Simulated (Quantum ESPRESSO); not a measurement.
## InP (F-43m): the optical phonon under strain

Wanted: the shift of the optical mode of InP (F-43m) in a strained (001) layer.

Program: Quantum ESPRESSO 7.5. Level of theory: DFT LDA, scalar-relativistic, plane waves, PseudoDojo norm-conserving pseudopotentials. Results are calculated unless marked as measured.

The database entry behind the starting cell differs from later determinations by our own check (0.1 to 0.3 % short, probably kX units), so it need not match the best structure at ambient conditions.

## (1) Set-up

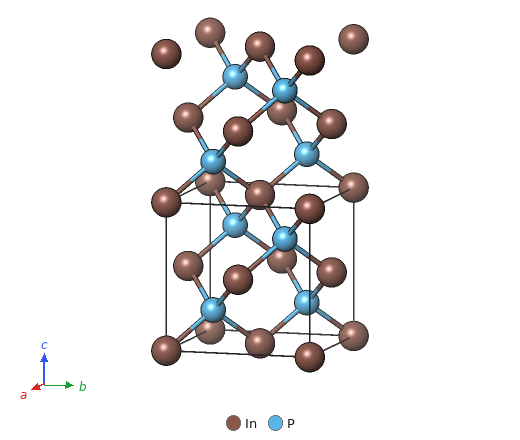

The starting structure, seen slightly off an axis (indium brown, phosphorus blue). 1×1×2 cells are drawn. This picture shows the conventional cell, with its axes. Bonds to atoms that aren't drawn are left out. Some periodic images of atoms are drawn too.

As a file:

```cif
data_structure
_symmetry_space_group_name_H-M 'F-43m'
_symmetry_Int_Tables_number 216
_cell_length_a 5.8228
_cell_length_b 5.8228
_cell_length_c 5.8228
_cell_angle_alpha 90.000
_cell_angle_beta 90.000
_cell_angle_gamma 90.000
_cell_volume 197.42
loop_
_atom_site_label
_atom_site_type_symbol
_atom_site_symmetry_multiplicity
_atom_site_Wyckoff_symbol
_atom_site_fract_x
_atom_site_fract_y
_atom_site_fract_z
_atom_site_occupancy
In1 In 4 a 0.00000 0.00000 0.00000 1
P1 P 4 d 0.25000 0.25000 0.75000 1
```

This is the cell after its relaxation at this level of theory, not the database cell from which that began.

## (2) Uniaxial strain

The relaxed cell is stretched along z alone. This keeps all atoms on sites fixed by symmetry and splits the threefold mode into a singlet, polarised along z, and a doublet. The macroscopic field is left out, so these are transverse modes. Cutoff 77 Ry, k mesh 8×8×8 with shifts.

From the response at ε_zz = 0.01:

The log of the run:

```text
[banners, grids, parts of the stress and lines that vanish by symmetry left out]
Program PHONON v.7.5
     Reading xml data from directory:

[...]
Exchange-correlation= PW
                           (   1   4   0   0   0   0   0)
[...]
kinetic-energy cut-off    =      77.0000  Ry
     charge density cut-off    =     308.0000  Ry
     convergence threshold     =      1.0E-18
[...]
Exchange-correlation= PW
                           (   1   4   0   0   0   0   0)
[...]
q = (   0.0000000   0.0000000   0.0000000 )
      9 Sym.Ops. (with q -> -q+G )
     G cutoff =  477.0437  (  30675 G-vectors)     FFT grid: ( 45, 45, 45)
     number of k points=   144
[...]
Mode symmetry, D_2d (-42m) point group:
[...]
Representation #   1 mode #   1
[...]
End of self-consistent calculation
     Convergence has been achieved
     Representation #   2 mode #   2
[...]
End of self-consistent calculation
     Convergence has been achieved
     Representation #   3 modes #   3   4
[...]
End of self-consistent calculation
     Convergence has been achieved
     Representation #   4 modes #   5   6
[...]
End of self-consistent calculation
     Convergence has been achieved
[...]
q = (    0.000000000   0.000000000   0.000000000 )
[...]
freq (    1) =      -0.044470 [THz] =      -1.483352 [cm-1]
     freq (    2) =      -0.044470 [THz] =      -1.483352 [cm-1]
     freq (    3) =      -0.044072 [THz] =      -1.470085 [cm-1]
     freq (    4) =       8.986544 [THz] =     299.758846 [cm-1]
     freq (    5) =       8.986544 [THz] =     299.758846 [cm-1]
     freq (    6) =       9.022315 [THz] =     300.952034 [cm-1]
[...]
Mode symmetry, D_2d (-42m) point group:
     freq (   1-   1) =         -1.5  [cm-1]   --> B_2  X_3  W_2   I+R
     freq (   2-   3) =         -1.5  [cm-1]   --> E    X_5  W_3   I+R
     freq (   4-   5) =        299.8  [cm-1]   --> E    X_5  W_3   I+R
     freq (   6-   6) =        301.0  [cm-1]   --> B_2  X_3  W_2   I+R

   JOB DONE.
```

| ε_zz | singlet (cm⁻¹) | doublet (cm⁻¹) | σ_zz (GPa) | σ_xx (GPa) |
| --- | --- | --- | --- | --- |
| -0.01 | 307.21 | 308.61 | -1.017 | -0.585 |
| -0.005 | 305.70 | 306.37 | -0.506 | -0.287 |
| 0 | 304.15 | 304.15 | 0.000 | 0.000 |
| 0.005 | 302.57 | 301.95 | 0.501 | 0.277 |
| 0.01 | 300.95 | 299.76 | 0.997 | 0.544 |

Stress is counted positive in tension.

## (3) The fit

To first order ω² − ω₀² = p ε_zz + q (ε_xx + ε_yy) for the mode along z, and likewise for x and y. With ε_zz alone the singlet gives p and the doublet q.

The linear terms of parabolas through ω² are p = -2.06 ω₀² and q = -2.91 ω₀², with ω₀ = 304.1 cm⁻¹. Those of the stresses are C11 = 101 GPa and C12 = 56 GPa. Under hydrostatic strain p and q imply γ = −(p + 2q)/(6 ω₀²) = 1.31.

A layer held to an in-plane strain ε and free along z takes ε_zz = −2 (C12/C11) ε = -1.121 ε. To first order the singlet then shifts by (q − p C12/C11) ε / ω₀ = -534 ε cm⁻¹. For ε = 0.006, ε_zz = -0.00673, the formulas for ω² predict 300.93 cm⁻¹ for the singlet and 302.59 cm⁻¹ for the doublet.

## (4) A biaxially strained cell

This run was no part of the fit.

The log of the run:

```text
[banners, grids, parts of the stress and lines that vanish by symmetry left out]
[banner, memory and clock lines left out]
Program PHONON v.7.5

[...]
Exchange-correlation= PW
                           (   1   4   0   0   0   0   0)
[...]
kinetic-energy cut-off    =      77.0000  Ry
     charge density cut-off    =     308.0000  Ry
     convergence threshold     =      1.0E-18
[...]
Exchange-correlation= PW
                           (   1   4   0   0   0   0   0)
[...]
q = (   0.0000000   0.0000000   0.0000000 )
      9 Sym.Ops. (with q -> -q+G )
     G cutoff =  471.9715  (  30635 G-vectors)     FFT grid: ( 45, 45, 45)
     number of k points=   144
[...]
Mode symmetry, D_2d (-42m) point group:
[...]
Representation #   1 mode #   1
[...]
End of self-consistent calculation
     Convergence has been achieved
     Representation #   2 mode #   2
[...]
End of self-consistent calculation
     Convergence has been achieved
     Representation #   3 modes #   3   4
[...]
End of self-consistent calculation
     Convergence has been achieved
     Representation #   4 modes #   5   6
[...]
End of self-consistent calculation
     Convergence has been achieved
[...]
q = (    0.000000000   0.000000000   0.000000000 )
[...]
freq (    1) =      -0.039150 [THz] =      -1.305911 [cm-1]
     freq (    2) =      -0.038605 [THz] =      -1.287723 [cm-1]
     freq (    3) =      -0.038605 [THz] =      -1.287723 [cm-1]
     freq (    4) =       9.022669 [THz] =     300.963858 [cm-1]
     freq (    5) =       9.069762 [THz] =     302.534680 [cm-1]
     freq (    6) =       9.069762 [THz] =     302.534680 [cm-1]
[...]
Mode symmetry, D_2d (-42m) point group:
     freq (   1-   1) =         -1.3  [cm-1]   --> B_2  X_3  W_2   I+R
     freq (   2-   3) =         -1.3  [cm-1]   --> E    X_5  W_3   I+R
     freq (   4-   4) =        301.0  [cm-1]   --> B_2  X_3  W_2   I+R
     freq (   5-   6) =        302.5  [cm-1]   --> E    X_5  W_3   I+R
```

| mode | predicted (cm⁻¹) | run (cm⁻¹) |
| --- | --- | --- |
| singlet | 300.93 | 300.96 |
| doublet | 302.59 | 302.53 |

The stress along z is 0.003 GPa and that in the plane 0.555 GPa; the unstrained cell carries 0.000 GPa.

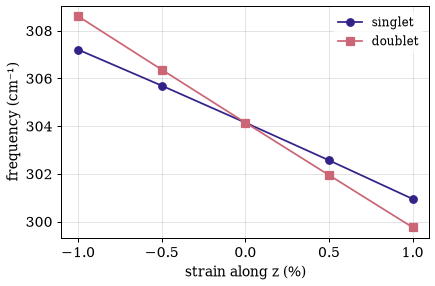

The two components under uniaxial strain.

## (5) Results

```
p (in units of the squared frequency)           : -2.058
q (same units)                                  : -2.909
shift of the singlet per unit of biaxial strain : -534 cm⁻¹
C11 and C12                                     : 101 and 56 GPa
```

**Reading.** To first order, one per cent of tensile biaxial strain moves the singlet of InP (F-43m) by -5.3 cm⁻¹ and the doublet by -2.6 cm⁻¹; the formulas miss the test run by up to 0.06 cm⁻¹. In backscattering from (001) the mode polarised along z is the one seen in diamond and zinc-blende crystals; in a polar crystal it is the LO mode, whose potentials differ somewhat from these. The third potential, r, needs shear strain and a relaxation of the atoms, which was not run. These are harmonic values at zero temperature.

[Host names and launcher messages were left out of these logs when they were recorded.]

[Logs are printed without paths, hosts, clocks, repeated set-up lines and the standing remarks that a program may print on its own settings, such as how far it seeks lower states.]

[Hosts, paths, dates, database ids (printed as entryN), source tags and the programs' standing remarks are cut or masked in the printed files.]
